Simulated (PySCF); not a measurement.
```yaml
atoms:
  - { symbol: F, position_ang: [3.3213, -0.7165, 0.2076] }
  - { symbol: C, position_ang: [2.5366, -0.5010, -0.8542] }
  - { symbol: F, position_ang: [1.7782, -1.5987, -1.0062] }
  - { symbol: F, position_ang: [3.3485, -0.4573, -1.9252] }
  - { symbol: C, position_ang: [1.7036, 0.7567, -0.7311] }
  - { symbol: C, position_ang: [0.9724, 0.8199, 0.6070] }
  - { symbol: P, position_ang: [0.0298, -0.7536, 1.0128] }
  - { symbol: C, position_ang: [-1.2812, -0.6242, -0.2663] }
  - { symbol: C, position_ang: [-2.2810, 0.4958, -0.2606] }
  - { symbol: C, position_ang: [-2.7092, -0.8868, 0.1130] }
  - { symbol: H, position_ang: [2.3758, 1.6099, -0.8494] }
  - { symbol: H, position_ang: [0.9954, 0.7517, -1.5621] }
  - { symbol: H, position_ang: [0.2855, 1.6688, 0.5929] }
  - { symbol: H, position_ang: [1.6926, 0.9682, 1.4159] }
  - { symbol: H, position_ang: [-0.7173, -0.1174, 2.0172] }
  - { symbol: H, position_ang: [-0.9634, -1.0126, -1.2286] }
  - { symbol: H, position_ang: [-2.2265, 1.2345, 0.5268] }
  - { symbol: H, position_ang: [-2.6048, 0.8987, -1.2091] }
  - { symbol: H, position_ang: [-2.9326, -1.0826, 1.1518] }
  - { symbol: H, position_ang: [-3.3286, -1.4429, -0.5744] }
```

Geometry: GFN2-xTB.

All numbers below come from PBE0/pcSseg-1, SCF density, gas phase, non-relativistic (PySCF 2.14.0).

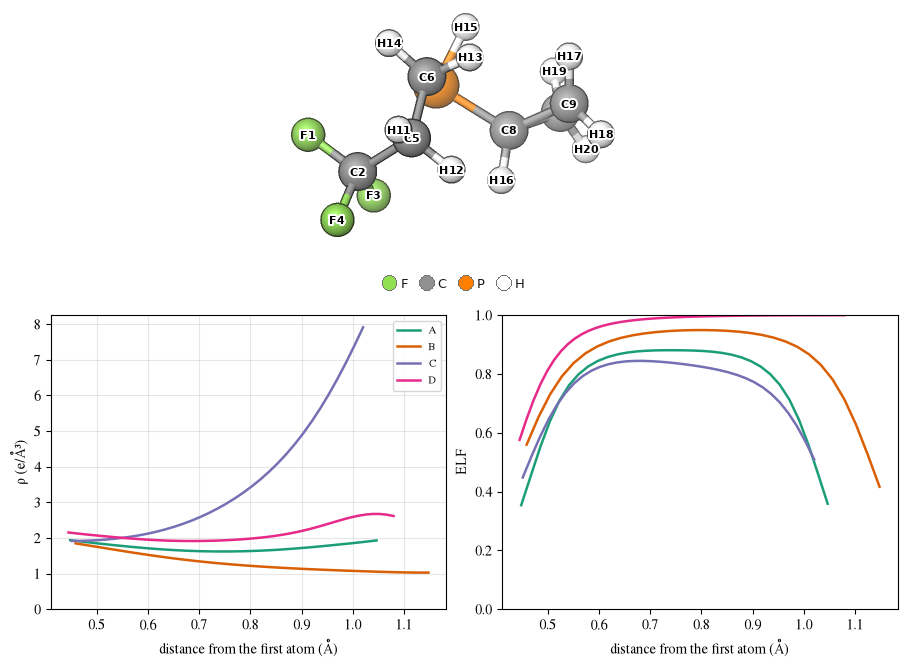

C$_{6}$H$_{10}$F$_{3}$P (SMILES FC(F)(F)CCPC1CC1). Electron density and electron localisation function along straight lines between neighbouring atoms. The curves leave out the atomic cores. The structure is drawn too.

> Which curve belongs to which contact (C–C, C–F, C–H and C–P)? The first atom named is at distance zero.

Curve A: C–C (1.49 Å): the density is about 1.6 e/Å³ at the midpoint; the ELF peaks at about 0.90 between the atoms: a covalent bond. Curve B: C–P (1.84 Å): ρ is about 1.1 e/Å³ halfway; the ELF peaks at about 0.95 between the atoms, as expected for a shared electron pair. Curve C: C–F (1.34 Å): ρ is about 2.4 e/Å³ halfway; the ELF peaks at about 0.85 between the atoms; a shared but strongly polarised pair. Curve D: C–H (1.08 Å): the density is about 2 e/Å³ at the midpoint; the ELF climbs to about 1 towards the hydrogen, as it does in any bond to H (a covalent bond by its length).
